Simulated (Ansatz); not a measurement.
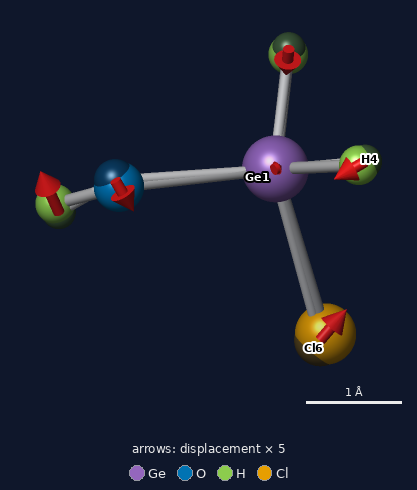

This is a relaxation of GeH3OCl. The starting structure is drawn faded, the final one solid; red arrows show the displacements, 5 times their true length. The two geometries are superimposed by the best rigid fit.

A ball-and-stick model, seen at a tilt.

The run prepares the start of a later molecular dynamics calculation, from a guessed geometry.

These are results of RHF/def2-SVP in Ansatz, not measurements.

Input file:
```yaml
crystal:
  periodic: [false, false, false]
  atoms:
    - { symbol: Ge, position_ang: [0.0, 0.0, 0.0] }
    - { symbol: O, position_ang: [0.0, 0.0, 1.77] }
    - { symbol: H, position_ang: [-0.9095, -0.2814, 2.1071] }
    - { symbol: H, position_ang: [1.4616, 0.0, -0.5162] }
    - { symbol: H, position_ang: [-0.73, 1.2648, -0.5162] }
    - { symbol: Cl, position_ang: [-1.0456, -1.8115, -0.7393] }
basis:
  gaussian: { orbitals: def2-SVP }
hamiltonian:
  xc: hf
relax:
  f_tol: 0.02
  max_steps: 40
```

Launched with:
```bash
ansatz run input.yaml --threads 1 --pin off --max-ram 2048MiB --backend cpu --events-out ev --progress --plain --runs-dir out
```

### Which element moves most?

Hydrogen: up to 0.12 Å, against 0.09 Å for chlorine.

### Describe the change and its energy.

The energy falls by 4.63 kcal/mol in 6 geometry steps. The largest force component goes from 3 to 0.0036 eV/Å. The atom that moves furthest after the best rigid fit is H3 (0.12 Å). Largest moves by element: H 0.12 Å, Cl 0.09 Å, O 0.08 Å, Ge 0.02 Å. Among the contacts that change: O2–H3 1.010 → 0.945 Å, Ge1–Cl6 2.218 → 2.168 Å, Ge1–H4 1.550 → 1.517 Å, Ge1–O2 1.770 → 1.749 Å. Bond angles that change, for instance: Ge1–O2–H3 109.5° → 118.2°, H4–Ge1–H5 109.5° → 114.9°, H5–Ge1–Cl6 109.5° → 106.4°.

Limits of the set-up: Hartree-Fock leaves out electron correlation.
